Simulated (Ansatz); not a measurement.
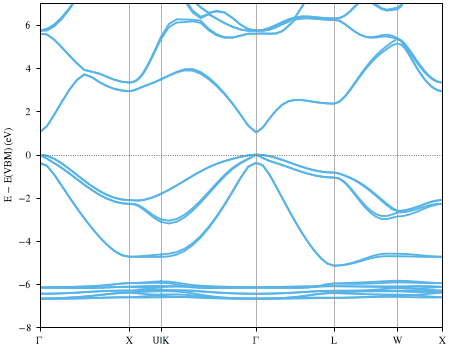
Figure. Band structure from PBE with spin–orbit coupling in the plane-wave PAW code Ansatz

**Question.** Read off the gap and where the band edges lie.

**Answer.** About 1.0 eV (1.03 eV by a search for the band edges); maximum at Γ, minimum at Γ.

The material is ZnSe (zinc blende, F-43m).

The cell was relaxed with PBE under the symmetry of its start; phonons on a q-mesh show no instability.

Potentials: the later of the program's two PAW sets.
